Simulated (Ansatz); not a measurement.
```xyz
11

C    -0.6427    1.2925   -0.1773
C    -0.8986   -0.0304   -0.0455
C    -0.1885   -0.9405    0.8548
Ga    1.3166   -0.4949   -0.4249
H    -1.1100    1.8738   -0.9615
H    -0.0406    1.8300    0.5480
H    -1.5326   -0.4922   -0.8005
H     0.0559   -0.5360    1.8341
H    -0.5821   -1.9496    0.8964
H     1.3387   -1.1369   -1.8478
H     2.3492    0.5273    0.1451
```

Geometry: PBE0-D4/def2-TZVP.

Level of theory: RKS PBE0-D4/def2-TZVPP (Ansatz 0.2.0).

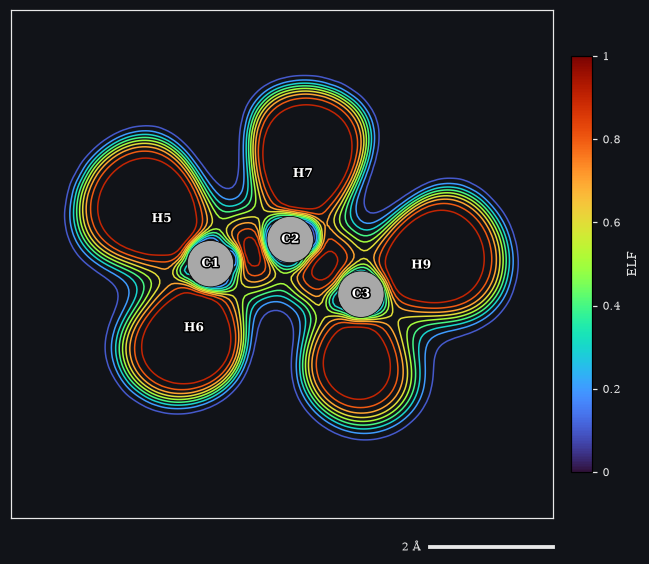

C₃H₇Ga. Electron localisation function on the plane of atoms C2, C1 and H5. Grey discs cover the atomic cores.

### Read the bonding off the picture.

The section cuts through C and H sites.
C–C (1.35 Å): the ELF peaks at about 0.95 between the atoms; a covalent bond.
C–H (1.08 Å): the ELF climbs to about 1 towards the hydrogen, as it does in any bond to H; an ordinary covalent bond to hydrogen.
C–C (1.46 Å): the ELF peaks at about 0.95 between the atoms (localised, covalent bonding).
